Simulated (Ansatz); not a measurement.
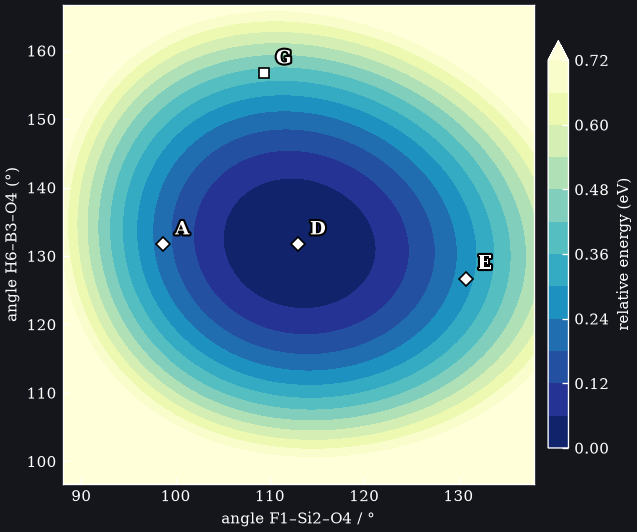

BFH₂OSi, SMILES F[SiH]1BO1. First axis: angle F1–Si2–O4. Second axis: angle H6–B3–O4. Nothing is relaxed (all other coordinates rigid). The scan uses a 15 × 15 grid. Points are written as (first, second). All energies are given in eV relative to the lowest grid point. These are results of Ansatz 0.2.0, RHF/def2-SVP, not measurements.

In the figure: filled contours, one colour for all values above the top of the scale, lettered points. Between grid points the surface is interpolated.

Is E the lowest point of the computed grid?

No. E lies 0.27 eV above the lowest grid point, which is at (113.0°, 131.7°).

What kind of point is each of A, D, E, G: minimum, saddle, maximum or slope?

A: on a slope; D: minimum; E: on a slope; G: on a slope. (In these two coordinates alone; a stationary point may lie a little off the grid point.)

Rank the lettered points by energy, lowest first.

D (0.00 eV), A (0.21 eV), E (0.27 eV), G (0.39 eV).
